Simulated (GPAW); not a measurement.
## GeH₂Br: property calculation

The run: property calculation of GeH₂Br, multiplicity 2, SMILES [GeH2][Br]. Method and program: PBE/real-space grid, UKS, scalar-relativistic datasets (GPAW 26.7.0).

The geometry comes from this level: PBE0-D4/def2-TZVP.

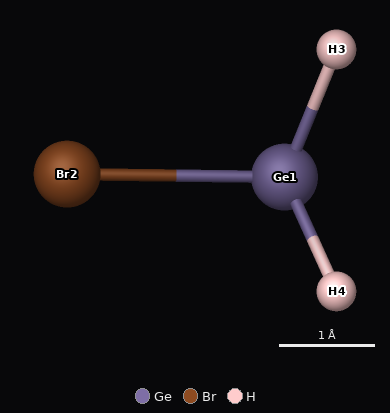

Figure 1. The structure as given in the input (ball-and-stick view, seen on its broad side; atoms are numbered from 1 in the order of the input). Sticks mark near contacts. Bond lengths as drawn: Br–Ge 2.31 Å and Ge–H 1.55 Å.

## Key numbers

| quantity | value |
| --- | --- |
| outcome | converged |
| energy relative to the program's reference atoms | −11.9476 eV |
| largest force | 0.412 eV/Å |
| dipole moment | 1.50 D |
| hardware | 1 thread of Arm Neoverse V1, 112 GiB of memory available, shared host |
| wall time | 47 s |
| peak memory | 0.79 GiB |

## Input (run.py)
```python
import numpy as np
from ase.io import read
from ase.units import Debye
from gpaw import GPAW

atoms = read("mol.sdf")
atoms.center(vacuum=4.5)
atoms.set_initial_magnetic_moments([0.5, 0.5, 0.0, 0.0])

calculator = GPAW(mode="fd",
                  h=0.18,
                  symmetry="off",
                  occupations={"name": "fermi-dirac", "width": 0.01, "fixmagmom": True},
                  xc="PBE",
                  maxiter=100,
                  txt="mol.txt")
atoms.calc = calculator

energy = atoms.get_potential_energy()
print(f"Energy = {energy:.5f} eV")
forces = atoms.get_forces()
print("Forces (eV/Ang)")
for symbol, f in zip(atoms.symbols, forces):
    print(f'{symbol:2} {f[0]:9.4f} {f[1]:9.4f} {f[2]:9.4f}')
dipole = atoms.get_dipole_moment() / Debye
print(f"Dipole                  {np.linalg.norm(dipole):.3f} D")
print("Moments:", atoms.get_magnetic_moments().round(3))
```

## File mol.sdf
```

     RDKit          3D

  4  3  0  0  0  0  0  0  0  0999 V2000
    0.0701   -0.4336   -0.2878 Ge  0  0  0  0  0  3  0  0  0  0  0  0
    1.0305    0.2941    1.6807 Br  0  0  0  0  0  0  0  0  0  0  0  0
   -1.4525   -0.5353   -0.0403 H   0  0  0  0  0  0  0  0  0  0  0  0
    0.4074    0.6146   -1.3728 H   0  0  0  0  0  0  0  0  0  0  0  0
  2  1  1  0
  3  1  1  0
  4  1  1  0
M  RAD  1   1   2
M  END
$$$$
```

Launch command:
```bash
python3 -u run.py | tee run.out
```

## Log
```
Energy = -11.94759 eV
Forces (eV/Ang)
Ge    0.1057   -0.3654   -0.1573
Br    0.1306    0.1264    0.2935
H    -0.3188    0.0077    0.0622
H     0.0596    0.2429   -0.2112
Dipole                  1.503 D
Moments: [0.208 0.085 0.023 0.023]
```
